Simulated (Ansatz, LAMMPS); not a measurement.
# Relaxing Zn2+ BF4- in sulfolane, from a frame at 300 K (191 atoms), part 2 of 3

Aim: bring Zn2+ BF4- in sulfolane, from a frame at 300 K (191 atoms) to a nearby minimum of the energy and see what moves.

Ansatz 0.2.0; Kohn-Sham DFT, PBE+D3(BJ), PAW (set soft_2), plane waves.

The cell: 24 O, 12 S, 48 C, 96 H, 2 B, 8 F and 1 Zn. The network of contacts between molecules at the start is that of the classical potential that made the cell. The density was typed from a rule of thumb and may lie off the real one at this temperature. Only the Γ point is sampled, in a cell whose shortest periodic width is 13 Å.

So far. Step 3 (Single point at the start): Neighbours are counted within 1.34 Å (H-C), 1.85 Å (C-C), 2.21 Å (C-S), 1.93 Å (O-S), 2.43 Å (O-Zn), 1.72 Å (F-B), 2.38 Å (F-Zn).

### Step 4. Relaxation

The atoms are relaxed in the fixed cell, aiming at the force tolerance of the input.

The input, input.yaml:

```yaml
crystal:
  lattice:
    - [12.72088, 0.0, 0.0]
    - [0.0, 12.72088, 0.0]
    - [0.0, 0.0, 12.72088]
  atoms:
    [... the 191 atom lines of step 3 ...]
kpoints:
  mp_grid: { grid: [1, 1, 1] }
hamiltonian:
  xc: pbe
  dispersion: d3bj
scf:
  occupations: { method: fixed }
output:
  forces: true
relax:
  f_tol: 0.05
  max_steps: 200
```

The run is started by

```bash
> ansatz run input.yaml --threads 4 --pin off --max-ram 8192MiB --backend cpu --events-out ev --progress --plain --runs-dir out
```

Numbers of over 12 decimals in the logs are rounded to 6 here.

Output:

```text
[...]
Crystal: 191 atoms, lattice volume = 2058.503 Å³
Basis set: ecut = 420 eV, 40243 PW (Γ), exchange–correlation on 180×180×180 points (8 copies of the dense FFT grid, shifted against one another)
Bands: 480, of which v1, the nominal top of the filled ones, is band 289 counted from 1 (288 counted from 0)
Symmetry: 1 space group operations
[...]
k-points: 1
[...]
SCF iter   1: F=—  HF=-48120.905577 eV  |F-HF|=—  |Δ(HF+E_count)|=         —  Δρ=6.61e-3  dr2=1.11e0  ethr=1.77e-3  ⟨swp⟩=5.0  Hψ=1611  notcnv=0  defer=188
[...]
SCF iter   3: F=—  HF=-48120.582661 eV  |F-HF|=—  |Δ(HF+E_count)|=   1.60e-2  Δρ=1.43e-3  dr2=6.05e-2  ethr=3.66e-5  ⟨swp⟩=3.0  Hψ=579  notcnv=0  defer=87
automatic band count: iteration 3 solves 378 bands in place of 480: the levels show a gap, and the empty bands left out lie too high to hold charge; the band table lists the bands solved (type scf.n_extra_bands for more)
SCF iter   4: F=—  HF=-48120.577286 eV  |F-HF|=—  |Δ(HF+E_count)|=   5.37e-3  Δρ=4.40e-4  dr2=5.41e-3  ethr=1.05e-5  ⟨swp⟩=4.0  Hψ=529  notcnv=0  defer=87
[...]
SCF iter   7: F=-48120.576218 eV  HF=-48120.576226 eV  |F-HF|=8.17e-6  |Δ(HF+E_count)|=   8.16e-5  Δρ=3.26e-5  dr2=2.39e-5  ethr=1.08e-8  ⟨swp⟩=3.0  Hψ=1297  notcnv=0
SCF 1 converged in 7 iterations: F = -48120.576218 eV  dr2 = 2.39e-5
[...]
relax step   1: F+E_penalty+E_count = -48120.57621764 eV  Δ(F+E_penalty+E_count) = +0.000e0 eV  max|allowed force component| = 4.338e0 eV/Å  Δτ_max = 0.0000 Å  (7 SCF iters, dr2 threshold 6.25e-5 eV, accepted)
[... from here on, the SCF cycles and remarks between the steps are left out ...]
relax step   2: F+E_penalty+E_count = -48127.84618551 eV  Δ(F+E_penalty+E_count) = -7.270e0 eV  max|allowed force component| = 1.613e0 eV/Å  Δτ_max = 0.1932 Å  (7 SCF iters, dr2 threshold 1.00e-4 eV, accepted)
relax step   3: F+E_penalty+E_count = -48129.62654706 eV  Δ(F+E_penalty+E_count) = -1.780e0 eV  max|allowed force component| = 8.142e-1 eV/Å  Δτ_max = 0.1915 Å  (7 SCF iters, dr2 threshold 1.00e-4 eV, accepted)
relax step   4: F+E_penalty+E_count = -48130.03644422 eV  Δ(F+E_penalty+E_count) = -4.099e-1 eV  max|allowed force component| = 3.027e-1 eV/Å  Δτ_max = 0.1941 Å  (7 SCF iters, dr2 threshold 9.16e-5 eV, accepted)
relax step   5: F+E_penalty+E_count = -48130.21012768 eV  Δ(F+E_penalty+E_count) = -1.737e-1 eV  max|allowed force component| = 2.806e-1 eV/Å  Δτ_max = 0.1913 Å  (8 SCF iters, dr2 threshold 1.27e-5 eV, accepted)
relax step   6: F+E_penalty+E_count = -48130.29357476 eV  Δ(F+E_penalty+E_count) = -8.345e-2 eV  max|allowed force component| = 1.770e-1 eV/Å  Δτ_max = 0.1876 Å  (8 SCF iters, dr2 threshold 1.09e-5 eV, accepted)
relax step   7: F+E_penalty+E_count = -48130.35245796 eV  Δ(F+E_penalty+E_count) = -5.888e-2 eV  max|allowed force component| = 2.147e-1 eV/Å  Δτ_max = 0.1614 Å  (8 SCF iters, dr2 threshold 1.25e-5 eV, accepted)
relax step   8: F+E_penalty+E_count = -48130.40729876 eV  Δ(F+E_penalty+E_count) = -5.484e-2 eV  max|allowed force component| = 3.347e-1 eV/Å  Δτ_max = 0.1950 Å  (8 SCF iters, dr2 threshold 1.83e-5 eV, accepted)
relax step   9: F+E_penalty+E_count = -48130.45121730 eV  Δ(F+E_penalty+E_count) = -4.392e-2 eV  max|allowed force component| = 4.170e-1 eV/Å  Δτ_max = 0.1294 Å  (6 SCF iters, dr2 threshold 1.00e-4 eV, accepted)
relax step  10: F+E_penalty+E_count = -48130.50505778 eV  Δ(F+E_penalty+E_count) = -5.384e-2 eV  max|allowed force component| = 4.917e-1 eV/Å  Δτ_max = 0.1888 Å  (7 SCF iters, dr2 threshold 1.00e-4 eV, accepted)
relax step  11: F+E_penalty+E_count = -48130.55132434 eV  Δ(F+E_penalty+E_count) = -4.627e-2 eV  max|allowed force component| = 5.202e-1 eV/Å  Δτ_max = 0.1248 Å  (6 SCF iters, dr2 threshold 1.00e-4 eV, accepted)
relax step  12: F+E_penalty+E_count = -48130.61112714 eV  Δ(F+E_penalty+E_count) = -5.980e-2 eV  max|allowed force component| = 4.908e-1 eV/Å  Δτ_max = 0.1950 Å  (7 SCF iters, dr2 threshold 1.00e-4 eV, accepted)
relax step  13: F+E_penalty+E_count = -48130.65281288 eV  Δ(F+E_penalty+E_count) = -4.169e-2 eV  max|allowed force component| = 3.986e-1 eV/Å  Δτ_max = 0.1741 Å  (6 SCF iters, dr2 threshold 1.00e-4 eV, accepted)
relax step  14: F+E_penalty+E_count = -48130.69070419 eV  Δ(F+E_penalty+E_count) = -3.789e-2 eV  max|allowed force component| = 3.983e-1 eV/Å  Δτ_max = 0.1855 Å  (6 SCF iters, dr2 threshold 1.00e-4 eV, accepted)
relax step  15: F+E_penalty+E_count = -48130.72096421 eV  Δ(F+E_penalty+E_count) = -3.026e-2 eV  max|allowed force component| = 3.191e-1 eV/Å  Δτ_max = 0.1580 Å  (6 SCF iters, dr2 threshold 1.00e-4 eV, accepted)
relax step  16: F+E_penalty+E_count = -48130.74660719 eV  Δ(F+E_penalty+E_count) = -2.564e-2 eV  max|allowed force component| = 3.487e-1 eV/Å  Δτ_max = 0.1625 Å  (6 SCF iters, dr2 threshold 6.53e-5 eV, accepted)
relax step  17: F+E_penalty+E_count = -48130.76427847 eV  Δ(F+E_penalty+E_count) = -1.767e-2 eV  max|allowed force component| = 3.004e-1 eV/Å  Δτ_max = 0.1097 Å  (6 SCF iters, dr2 threshold 7.80e-5 eV, accepted)
relax step  18: F+E_penalty+E_count = -48130.78235097 eV  Δ(F+E_penalty+E_count) = -1.807e-2 eV  max|allowed force component| = 2.402e-1 eV/Å  Δτ_max = 0.1531 Å  (6 SCF iters, dr2 threshold 6.70e-5 eV, accepted)
relax step  19: F+E_penalty+E_count = -48130.79604218 eV  Δ(F+E_penalty+E_count) = -1.369e-2 eV  max|allowed force component| = 1.811e-1 eV/Å  Δτ_max = 0.1647 Å  (7 SCF iters, dr2 threshold 3.69e-5 eV, accepted)
relax step  20: F+E_penalty+E_count = -48130.80651653 eV  Δ(F+E_penalty+E_count) = -1.047e-2 eV  max|allowed force component| = 2.290e-1 eV/Å  Δτ_max = 0.1115 Å  (7 SCF iters, dr2 threshold 1.86e-5 eV, accepted)
relax step  21: F+E_penalty+E_count = -48130.81761828 eV  Δ(F+E_penalty+E_count) = -1.110e-2 eV  max|allowed force component| = 2.727e-1 eV/Å  Δτ_max = 0.1124 Å  (7 SCF iters, dr2 threshold 2.98e-5 eV, accepted)
relax step  22: F+E_penalty+E_count = -48130.82509792 eV  Δ(F+E_penalty+E_count) = -7.480e-3 eV  max|allowed force component| = 2.747e-1 eV/Å  Δτ_max = 0.1030 Å  (6 SCF iters, dr2 threshold 7.44e-5 eV, accepted)
relax step  23: F+E_penalty+E_count = -48130.83144388 eV  Δ(F+E_penalty+E_count) = -6.346e-3 eV  max|allowed force component| = 2.587e-1 eV/Å  Δτ_max = 0.1056 Å  (6 SCF iters, dr2 threshold 7.55e-5 eV, accepted)
relax step  24: F+E_penalty+E_count = -48130.83687599 eV  Δ(F+E_penalty+E_count) = -5.432e-3 eV  max|allowed force component| = 2.213e-1 eV/Å  Δτ_max = 0.1040 Å  (6 SCF iters, dr2 threshold 5.93e-5 eV, accepted)
relax step  25: F+E_penalty+E_count = -48130.84174103 eV  Δ(F+E_penalty+E_count) = -4.865e-3 eV  max|allowed force component| = 1.818e-1 eV/Å  Δτ_max = 0.1200 Å  (6 SCF iters, dr2 threshold 3.58e-5 eV, accepted)
relax step  26: F+E_penalty+E_count = -48130.84596565 eV  Δ(F+E_penalty+E_count) = -4.225e-3 eV  max|allowed force component| = 1.765e-1 eV/Å  Δτ_max = 0.1047 Å  (6 SCF iters, dr2 threshold 2.23e-5 eV, accepted)
relax step  27: F+E_penalty+E_count = -48130.85052047 eV  Δ(F+E_penalty+E_count) = -4.555e-3 eV  max|allowed force component| = 9.773e-2 eV/Å  Δτ_max = 0.1113 Å  (7 SCF iters, dr2 threshold 2.10e-5 eV, accepted)
relax step  28: F+E_penalty+E_count = -48130.85384911 eV  Δ(F+E_penalty+E_count) = -3.329e-3 eV  max|allowed force component| = 9.382e-2 eV/Å  Δτ_max = 0.0795 Å  (7 SCF iters, dr2 threshold 2.93e-6 eV, accepted)
relax step  29: F+E_penalty+E_count = -48130.85631680 eV  Δ(F+E_penalty+E_count) = -2.468e-3 eV  max|allowed force component| = 7.471e-2 eV/Å  Δτ_max = 0.0656 Å  (7 SCF iters, dr2 threshold 2.70e-6 eV, accepted)
relax step  30: F+E_penalty+E_count = -48130.85840534 eV  Δ(F+E_penalty+E_count) = -2.089e-3 eV  max|allowed force component| = 5.412e-2 eV/Å  Δτ_max = 0.0677 Å  (7 SCF iters, dr2 threshold 3.54e-6 eV, accepted)
relax step  31: F+E_penalty+E_count = -48130.86009647 eV  Δ(F+E_penalty+E_count) = -1.691e-3 eV  max|allowed force component| = 5.855e-2 eV/Å  Δτ_max = 0.1049 Å  (10 SCF iters, accepted)
relax step  32: F+E_penalty+E_count = -48130.86161865 eV  Δ(F+E_penalty+E_count) = -1.522e-3 eV  max|allowed force component| = 7.316e-2 eV/Å  Δτ_max = 0.0672 Å  (9 SCF iters, accepted)
relax step  33: F+E_penalty+E_count = -48130.86394103 eV  Δ(F+E_penalty+E_count) = -2.322e-3 eV  max|allowed force component| = 7.840e-2 eV/Å  Δτ_max = 0.0703 Å  (7 SCF iters, dr2 threshold 5.35e-6 eV, accepted)
relax step  34: F+E_penalty+E_count = -48130.86650245 eV  Δ(F+E_penalty+E_count) = -2.561e-3 eV  max|allowed force component| = 1.055e-1 eV/Å  Δτ_max = 0.1950 Å  (8 SCF iters, dr2 threshold 6.15e-6 eV, accepted)
relax step  35: F+E_penalty+E_count = -48130.86814661 eV  Δ(F+E_penalty+E_count) = -1.644e-3 eV  max|allowed force component| = 9.105e-2 eV/Å  Δτ_max = 0.0264 Å  (6 SCF iters, dr2 threshold 1.11e-5 eV, accepted)
relax step  36: F+E_penalty+E_count = -48130.86986796 eV  Δ(F+E_penalty+E_count) = -1.721e-3 eV  max|allowed force component| = 5.851e-2 eV/Å  Δτ_max = 0.0300 Å  (6 SCF iters, dr2 threshold 6.18e-6 eV, accepted)
relax step  37: F+E_penalty+E_count = -48130.87179947 eV  Δ(F+E_penalty+E_count) = -1.932e-3 eV  max|allowed force component| = 4.805e-2 eV/Å  Δτ_max = 0.1238 Å  (9 SCF iters, accepted)
relax step  38: F+E_penalty+E_count = -48130.87261609 eV  Δ(F+E_penalty+E_count) = -8.166e-4 eV  max|allowed force component| = 4.218e-2 eV/Å  Δτ_max = 0.0842 Å  (9 SCF iters, accepted)
relax step  39: F+E_penalty+E_count = -48130.87335596 eV  Δ(F+E_penalty+E_count) = -7.399e-4 eV  max|allowed force component| = 2.617e-2 eV/Å  Δτ_max = 0.0690 Å  (9 SCF iters, accepted)
relax step  40: F+E_penalty+E_count = -48130.87427324 eV  Δ(F+E_penalty+E_count) = -9.173e-4 eV  max|allowed force component| = 3.674e-2 eV/Å  Δτ_max = 0.0718 Å  (9 SCF iters, accepted)
SCF converged after 9 iterations
Free energy (F): -48130.874273 eV
[...]
Internal energy: -48130.874273 eV  (E = F + TS)
E sigma→0 (E₀):  -48130.874273 eV
Fermi energy:    -0.745172 eV
[...]
--- Forces (eV/Å), atoms counted from 1 ---
  atom   1  O      0.00222540    -0.00204206     0.00157743
  atom   2  S     -0.00174451     0.00861001    -0.00250055
  atom   3  O     -0.00309837    -0.00004194     0.00034086
  atom   4  C      0.00053755    -0.00556939    -0.00215873
  atom   5  C     -0.00032652     0.00086601     0.00054008
  atom   6  C     -0.00013511    -0.00037994    -0.00183528
  atom   7  C      0.00348056    -0.00148488     0.00336482
  atom   8  H      0.00054907     0.00134402    -0.00123370
  atom   9  H     -0.00150869     0.00050616     0.00174824
  atom  10  H     -0.00090568     0.00041394    -0.00000394
  atom  11  H      0.00066735     0.00028786    -0.00254402
  atom  12  H     -0.00138680    -0.00050913     0.00029629
  atom  13  H     -0.00039784    -0.00042105     0.00143900
  atom  14  H      0.00055147     0.00002932     0.00047087
[...]
atom 190  F     -0.00369068     0.00152355    -0.00253325
  atom 191  Zn    -0.00397660     0.00539306     0.00190890
  max |Σ_I F_I| component: 9.05e-5 eV/Å
--- Relaxed structure (40 steps of the walk, 40 accepted, 0 SCFs on fresh bases) ---
  F+E_penalty+E_count = -48130.87427324 eV   max|allowed force component| = 3.674e-2 eV/Å
  atoms:
    - { symbol: O, position: [0.566022, 0.665122, 0.724055] }
    - { symbol: S, position: [0.610021, 0.756699, 0.670039] }
    - { symbol: O, position: [0.613286, 0.752629, 0.554877] }
    - { symbol: C, position: [0.550021, 0.878442, 0.710471] }
[...]
- { symbol: Zn, position: [0.316161, 0.666344, 0.054807] }
```

Wall time 9.5 min (4 threads of Intel Xeon Platinum 8259CL at 2.50GHz (Skylake/Cascade Lake), shared host); peak memory 2.8 GiB; 35 min of CPU time.

Step by step (22 of 40):

| step | energy less that of the first step (eV) | largest force component (eV/Å) |
| --- | --- | --- |
| 1 | 0.0000 | 4.3380 |
| 3 | -9.0503 | 0.8142 |
| 5 | -9.6339 | 0.2806 |
| 7 | -9.7762 | 0.2147 |
| 8 | -9.8311 | 0.3347 |
| 10 | -9.9288 | 0.4917 |
| 12 | -10.0349 | 0.4908 |
| 14 | -10.1145 | 0.3983 |
| 16 | -10.1704 | 0.3487 |
| 18 | -10.2061 | 0.2402 |
| 20 | -10.2303 | 0.2290 |
| 21 | -10.2414 | 0.2727 |
| 23 | -10.2552 | 0.2587 |
| 25 | -10.2655 | 0.1818 |
| 27 | -10.2743 | 0.0977 |
| 29 | -10.2801 | 0.0747 |
| 31 | -10.2839 | 0.0585 |
| 33 | -10.2877 | 0.0784 |
| 34 | -10.2903 | 0.1055 |
| 36 | -10.2936 | 0.0585 |
| 38 | -10.2964 | 0.0422 |
| 40 | -10.2981 | 0.0367 |

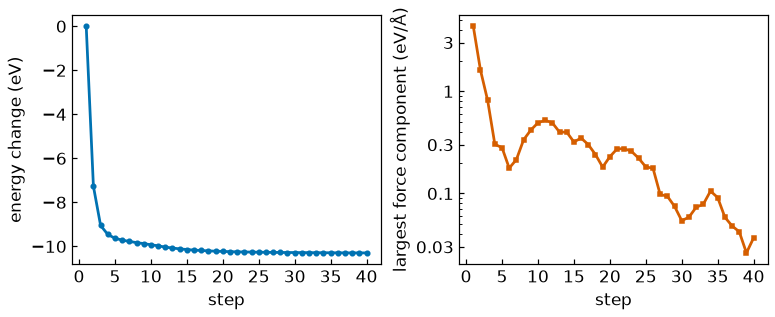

Energy and largest force along the relaxation.

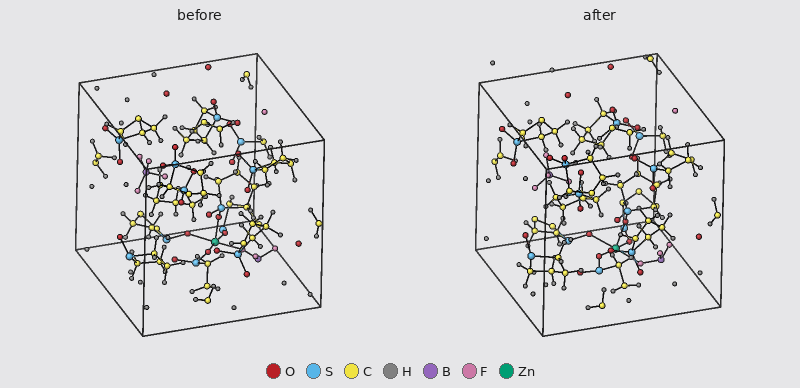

The structure before and after the relaxation, drawn at the same scale. Bonds to atoms that aren't drawn are left out.

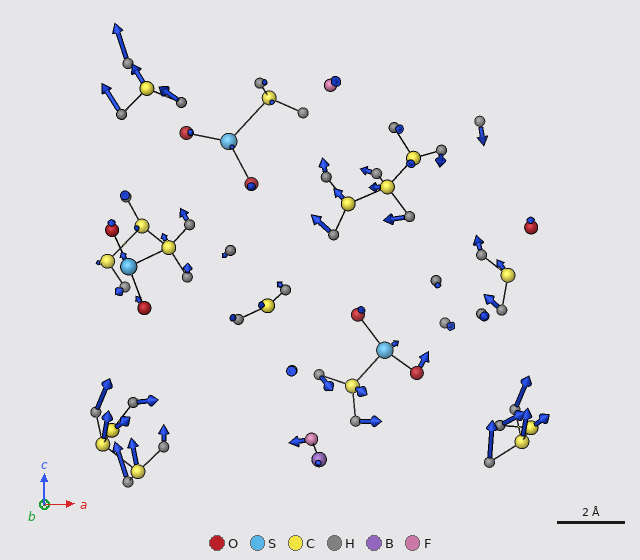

Displacements in the relaxation, scaled; the longest in the cell stands for 1.98 Å. Drawn is a slice 4 Å thick, seen along the normal of the ac plane. Bonds to atoms that aren't drawn are left out.

The atoms that moved most (Å):

| atom | dx | dy | dz | length |
| --- | --- | --- | --- | --- |
| H148 | 0.073 | -0.783 | 1.821 | 1.984 |
| H147 | 0.501 | -1.200 | 1.497 | 1.983 |
| H145 | -0.546 | -0.128 | 1.674 | 1.765 |
| H158 | -0.599 | -0.909 | 1.310 | 1.703 |
| H159 | -0.440 | -0.940 | 1.239 | 1.616 |
| O151 | 1.066 | -1.155 | -0.085 | 1.574 |
| C141 | 0.173 | -0.725 | 1.360 | 1.551 |
| H150 | 0.933 | -1.043 | 0.614 | 1.529 |

The relaxation changed the energy by -53.9 meV/atom, and atoms moved by 0.79 Å r.m.s., 2.0 Å at most.

### Step 5. Distances and neighbours after relaxation

Bonds before and after, by the cutoffs listed below:

| pair | bonds before | bonds after | mean before (Å) | mean after (Å) | spread before (Å) | spread after (Å) |
| --- | --- | --- | --- | --- | --- | --- |
| H-C | 96 | 96 | 1.098 | 1.096 | 0.031 | 0.002 |
| C-C | 36 | 36 | 1.510 | 1.532 | 0.033 | 0.007 |
| C-S | 24 | 24 | 1.775 | 1.812 | 0.034 | 0.009 |
| O-S | 24 | 24 | 1.454 | 1.468 | 0.018 | 0.011 |
| O-Zn | 5 | 5 | 1.952 | 2.095 | 0.063 | 0.022 |
| F-B | 8 | 8 | 1.409 | 1.417 | 0.023 | 0.021 |
| F-Zn | 1 | 1 | 1.960 | 2.132 | 0.000 | 0.000 |

Density 1.36 g/cm³, 10.78 Å³ an atom.

g(r), total and by pair (bins of 0.2 Å):

| r (Å) | total | H-H | H-C | H-O | H-S | H-F | H-B |
| --- | --- | --- | --- | --- | --- | --- | --- |
| 1.00 | 3.62 | 0.00 | 14.30 | 0.00 | 0.00 | 0.00 | 0.00 |
| 1.20 | 0.11 | 0.00 | 0.42 | 0.00 | 0.00 | 0.00 | 0.00 |
| 1.40 | 0.67 | 0.00 | 0.00 | 0.00 | 0.00 | 0.00 | 0.00 |
| 1.60 | 0.69 | 0.00 | 0.00 | 0.00 | 0.00 | 0.00 | 0.00 |
| 1.80 | 1.00 | 2.69 | 0.00 | 0.00 | 0.00 | 0.00 | 0.00 |
| 2.00 | 0.03 | 0.00 | 0.00 | 0.00 | 0.00 | 0.00 | 0.00 |
| 2.20 | 1.47 | 0.18 | 5.34 | 0.15 | 0.00 | 0.45 | 0.00 |
| 2.40 | 1.46 | 2.33 | 0.00 | 1.21 | 6.05 | 1.48 | 0.00 |
| 2.60 | 1.06 | 1.20 | 0.02 | 2.10 | 0.00 | 1.59 | 0.62 |
| 2.80 | 1.16 | 1.52 | 0.93 | 1.96 | 0.17 | 1.36 | 0.52 |
| 3.00 | 0.73 | 1.21 | 0.50 | 0.72 | 1.64 | 0.84 | 1.95 |
| 3.20 | 0.73 | 0.60 | 0.74 | 1.34 | 0.76 | 0.53 | 1.24 |
| 3.40 | 1.19 | 0.56 | 1.77 | 1.63 | 1.30 | 0.46 | 1.83 |
| 3.60 | 0.93 | 0.55 | 0.92 | 1.02 | 2.08 | 1.09 | 1.00 |
| 3.80 | 0.85 | 1.23 | 0.43 | 0.66 | 0.93 | 1.10 | 2.35 |
| 4.00 | 0.85 | 1.05 | 0.63 | 0.93 | 0.85 | 1.26 | 0.53 |
| 4.20 | 0.87 | 0.92 | 0.73 | 1.04 | 0.73 | 0.96 | 0.48 |
| 4.40 | 1.02 | 1.05 | 0.88 | 1.48 | 0.73 | 1.48 | 0.45 |
| 4.60 | 0.91 | 0.77 | 1.02 | 0.87 | 0.54 | 0.90 | 0.60 |
| 4.80 | 0.90 | 0.87 | 0.92 | 0.92 | 0.80 | 1.02 | 1.49 |
| 5.00 | 1.00 | 1.04 | 1.01 | 1.00 | 1.02 | 1.07 | 1.36 |
| 5.20 | 1.04 | 1.04 | 1.01 | 0.97 | 1.06 | 0.82 | 1.28 |
| 5.40 | 1.02 | 1.07 | 0.97 | 0.88 | 1.05 | 0.77 | 0.58 |
| 5.60 | 1.09 | 1.11 | 1.06 | 0.85 | 1.11 | 1.12 | 1.08 |
| 5.80 | 1.11 | 0.98 | 1.34 | 0.87 | 0.97 | 0.80 | 0.88 |
| 6.00 | 1.08 | 1.08 | 1.22 | 0.84 | 0.87 | 1.04 | 1.41 |
| 6.20 | 1.03 | 0.99 | 1.02 | 1.03 | 1.15 | 0.89 | 0.78 |

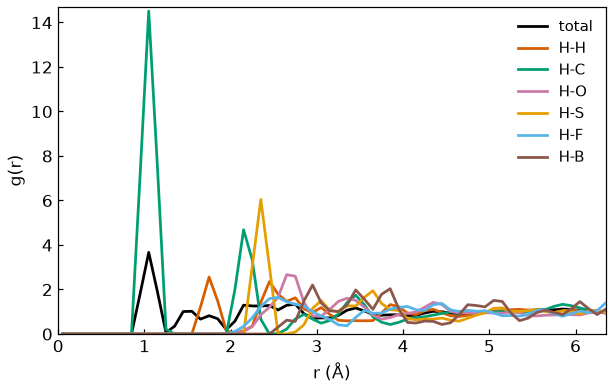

Pair distribution functions, lightly smoothed.

Bonds by pair of elements; cutoffs follow the first minimum of g(r), held within bounds set by covalent radii, and pairs that aren't listed don't count as bonded:

| pair A-B | cutoff (Å) | bonds | mean length (Å) | spread (Å) | shortest (Å) | B about A | A about B |
| --- | --- | --- | --- | --- | --- | --- | --- |
| H-C | 1.34 | 96 | 1.10 | 0.002 | 1.09 | 1 | 2 |
| C-C | 1.85 | 36 | 1.53 | 0.007 | 1.52 | 1.5 | 1.5 |
| C-S | 2.21 | 24 | 1.81 | 0.009 | 1.79 | 0.5 | 2 |
| O-S | 1.88 | 24 | 1.47 | 0.011 | 1.45 | 1 | 2 |
| O-Zn | 2.5 | 5 | 2.10 | 0.022 | 2.07 | 0.208 | 5 |
| F-B | 1.72 | 8 | 1.42 | 0.021 | 1.39 | 1 | 4 |
| F-Zn | 2.38 | 1 | 2.13 | 0 | 2.13 | 0.125 | 1 |

How many atoms have how many bonded neighbours:

| element | mean | 1 | 2 | 4 | 6 |
| --- | --- | --- | --- | --- | --- |
| B | 4 | 0 | 0 | 2 | 0 |
| C | 4 | 0 | 0 | 48 | 0 |
| F | 1.12 | 7 | 1 | 0 | 0 |
| H | 1 | 96 | 0 | 0 | 0 |
| O | 1.21 | 19 | 5 | 0 | 0 |
| S | 4 | 0 | 0 | 12 | 0 |
| Zn | 6 | 0 | 0 | 0 | 1 |

Bond angles, per cent of each kind in bins of 5°:

| angle (°) | C-C-H | H-C-H | H-C-S | C-S-O | C-C-C |
| --- | --- | --- | --- | --- | --- |
| 100–105 | 0.0 | 0.0 | 2.1 | 2.1 | 0.0 |
| 105–110 | 20.8 | 77.1 | 97.9 | 41.7 | 100.0 |
| 110–115 | 68.1 | 22.9 | 0.0 | 56.2 | 0.0 |
| 115–120 | 11.1 | 0.0 | 0.0 | 0.0 | 0.0 |

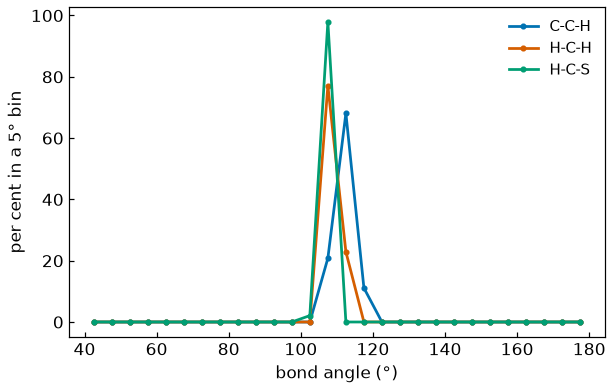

Distributions of the most common bond angles.

Bond angles (no mean is given where the spread exceeds 20°):

| angle | count | mean (°) | spread (°) |
| --- | --- | --- | --- |
| C-C-H | 144 | 112 | 2 |
| H-C-H | 48 | 109 | 1.2 |
| H-C-S | 48 | 107 | 1 |
| C-S-O | 48 | 110 | 1.7 |
| C-C-C | 24 | 107 | 1 |

Bond length by coordination (bonds to H left out):

| element | coordination | atoms | mean bond length (Å) |
| --- | --- | --- | --- |
| F | 1 | 7 | 1.41 |
| F | 2 | 1 | 1.8 |
| O | 1 | 19 | 1.46 |
| O | 2 | 5 | 1.79 |

Rings of the network by King's shortest-path rule, up to 12 atoms, one path for each pair of neighbours; H, halogens, alkali and alkaline-earth atoms are left out, and the last column divides by all other atoms, bonded or not:

| ring size (atoms) | rings | per network atom |
| --- | --- | --- |
| 5 | 12 | 0.138 |

By these cutoffs all B atoms have 4, all C atoms have 4, 88 % of F atoms have 1 and all H atoms have 1 bonded neighbour. The C-C-H angle averages 112° with a spread of 2°. All rings counted have 5 atoms.

(Continued in part 3 of 3.)

[Logs are printed without paths, hosts, clocks, repeated set-up lines and the standing remarks that a program may print on its own settings, such as how far it seeks lower states.]

[Hosts, paths, dates, database ids (printed as entryN), source tags and the programs' standing remarks are cut or masked in the printed files.]
